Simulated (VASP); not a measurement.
Band structure of ZnRuO₃ (space group P4mm). These are LDA (Ceperley-Alder, Perdew-Zunger), VASP's LDA PAW potentials (set 64) (plane waves; VASP) values and carry that method's errors.

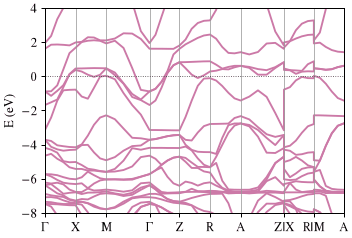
Fig. 1. Bands along high-symmetry lines, zero at the valence-band maximum or, without a gap, the Fermi level

Problem. Read the plot: is there a gap, and where are the band edges?

Solution. It has no gap at this level: it comes out as a metal or semimetal.

The structure was generated: ZnRuO3 was put into an ordered model structure, which need not be its known phase. The cell was not relaxed at this level.
